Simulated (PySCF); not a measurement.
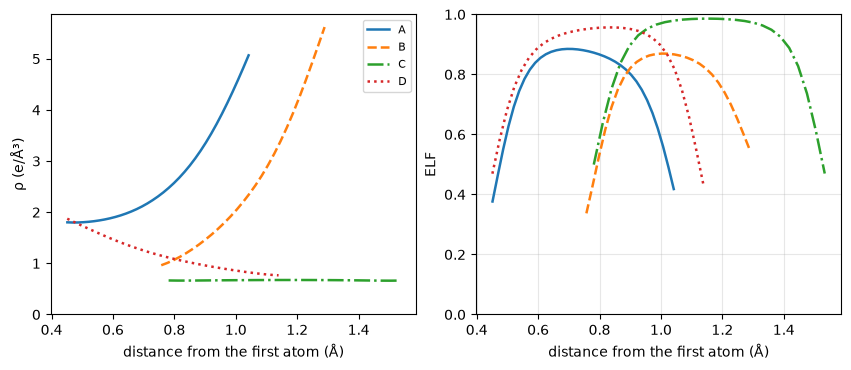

Figure 1: C$_{2}$H$_{14}$OSi$_{5}$. Total electron density and electron localisation function along straight lines between neighbouring atoms. The curves leave out the atomic cores.

Geometry: GFN2-xTB.

Computed with PBE0/pcSseg-1, SCF density, gas phase, non-relativistic in PySCF.

```yaml
atoms:
  - { symbol: C, position_ang: [-2.7175, 0.1002, -1.2950] }
  - { symbol: O, position_ang: [-1.7217, -0.6243, -0.6525] }
  - { symbol: Si, position_ang: [-1.1691, -0.3784, 0.8688] }
  - { symbol: C, position_ang: [0.1742, -1.7167, 0.9720] }
  - { symbol: Si, position_ang: [1.2963, -1.9383, -0.5551] }
  - { symbol: Si, position_ang: [2.4932, 0.0023, -0.9951] }
  - { symbol: Si, position_ang: [1.3304, 2.0032, -0.6962] }
  - { symbol: Si, position_ang: [-0.2707, 1.7517, 0.9830] }
  - { symbol: H, position_ang: [-2.7951, -0.2600, -2.3214] }
  - { symbol: H, position_ang: [-3.6807, -0.0336, -0.7957] }
  - { symbol: H, position_ang: [-2.4794, 1.1684, -1.3060] }
  - { symbol: H, position_ang: [-2.2602, -0.6950, 1.8160] }
  - { symbol: H, position_ang: [-0.2977, -2.6756, 1.1828] }
  - { symbol: H, position_ang: [0.7924, -1.4961, 1.8433] }
  - { symbol: H, position_ang: [2.1734, -3.0873, -0.2572] }
  - { symbol: H, position_ang: [0.4769, -2.3747, -1.6920] }
  - { symbol: H, position_ang: [3.0756, -0.0705, -2.3458] }
  - { symbol: H, position_ang: [3.6930, 0.0449, -0.1378] }
  - { symbol: H, position_ang: [2.2154, 3.1571, -0.4674] }
  - { symbol: H, position_ang: [0.6521, 2.3732, -1.9532] }
  - { symbol: H, position_ang: [0.3294, 1.9824, 2.3072] }
  - { symbol: H, position_ang: [-1.3207, 2.7866, 0.9205] }
```

### Which curve belongs to which contact (C–O, C–Si, Si–O and Si–Si)? The first atom named is at distance zero.

Curve A: C–O (1.39 Å): ρ is about 2.1 e/Å³ halfway, with its minimum of 1.8 e/Å³ about 0.5 Å from C; the ELF peaks at about 0.90 between the atoms; a shared but strongly polarised pair. Curve B: Si–O (1.64 Å): the density is about 1.1 e/Å³ at the midpoint; the ELF peaks at about 0.85 between the atoms, as expected for a shared but strongly polarised pair. Curve C: Si–Si (2.31 Å): ρ is about 0.67 e/Å³ halfway; the ELF peaks at about 1 between the atoms, as expected for a covalent bond. Curve D: C–Si (1.90 Å): the density is about 0.91 e/Å³ at the midpoint; the ELF peaks at about 0.95 between the atoms (localised, covalent bonding).
